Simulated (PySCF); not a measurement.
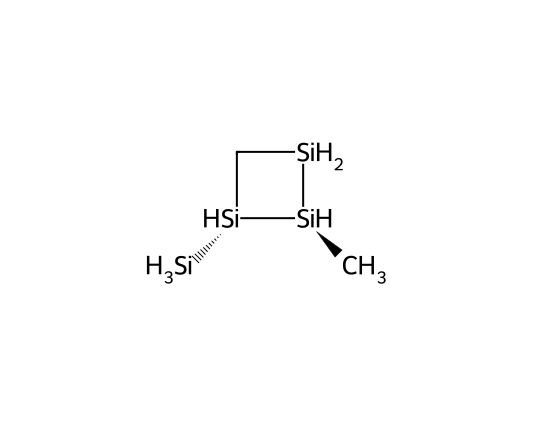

Computed geometry: GFN2-xTB optimisation. No frequency run is at hand to confirm it as a minimum. Properties computed with ωB97X-D/def2-SVPD, gas phase (PySCF 2.14.0). Excitations: vertical, linear response.

What does the calculation give?

The species is C2H12Si4 (`C[Si@@H]1[SiH2]C[Si@H]1[SiH3]`).
- dipole moment: 0.74 D
- HOMO energy (Kohn–Sham orbital): −9.00 eV
- LUMO energy (Kohn–Sham orbital): 0.87 eV
- HOMO–LUMO gap: 9.86 eV
- mean static polarisability: 140.9 bohr³
- lowest vertical singlet excitation: 5.38 eV
- its oscillator strength: 0.010
- brightest of the 8 lowest singlets: 5.67 eV
- its oscillator strength: 0.13

The geometry is semi-empirical. Around Si such bond lengths and angles can be off by a tenth of an ångström or more and by several degrees, and values that hang on the shape move with them.
